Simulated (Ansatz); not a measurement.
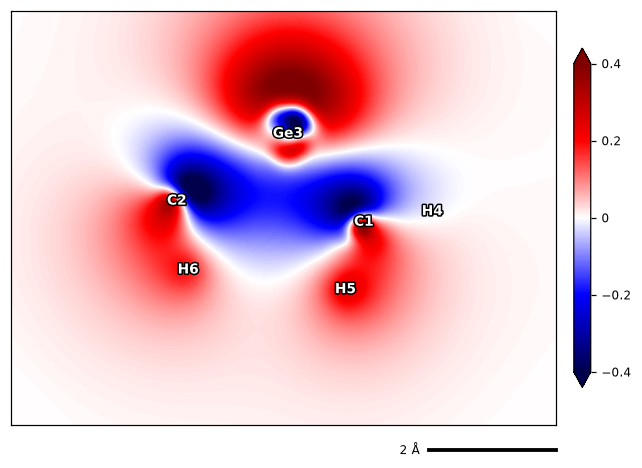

*C₂H₅Ge (SMILES [CH2]=[Ge-][CH3]) (charge −1). The HOMO−1 on the plane of atoms Ge3, C1 and H5 (values in Å⁻³ᐟ²; the overall sign is arbitrary).*

Geometry: PBE0-D3(BJ)/def2-SVPD.

Method: Ansatz 0.2.0, isolated molecule in a Gaussian basis; Kohn-Sham density functional theory, functional PBE0.

Input file:

```
basis:
  gaussian:
    orbitals: def2-TZVPD
crystal:
  periodic: [false, false, false]
  atoms:
    - {symbol: C, position_ang: [-1.029929, -0.869066, 1.671710]}
    - {symbol: C, position_ang: [0.894679, 0.898254, 0.252486]}
    - {symbol: Ge, position_ang: [0.140892, -1.013890, 0.261511]}
    - {symbol: H, position_ang: [-1.648075, -1.716151, 2.002057]}
    - {symbol: H, position_ang: [-1.184865, 0.049523, 2.261904]}
    - {symbol: H, position_ang: [0.443262, 1.515944, 1.048903]}
    - {symbol: H, position_ang: [1.989880, 0.889874, 0.397128]}
    - {symbol: H, position_ang: [0.706383, 1.390457, -0.718474]}
hamiltonian:
  xc: {name: PBE0}
total_charge: -1
magnetization:
  spin_polarized: false
output: {forces: true, orbitals: {seedname: orbitals}}
```

Launched as:

```sh
ansatz run input.yaml --threads 2 --pin off --max-ram 4350MiB --events-out events.jsonl --progress --plain --runs-dir runs
```

> Describe this orbital and give its energy.

By Hirshfeld shares it lies mainly on Ge3 (about 70 %), C2 (about 10 %) and C1 (about 10 %). Its energy is −0.49 eV.
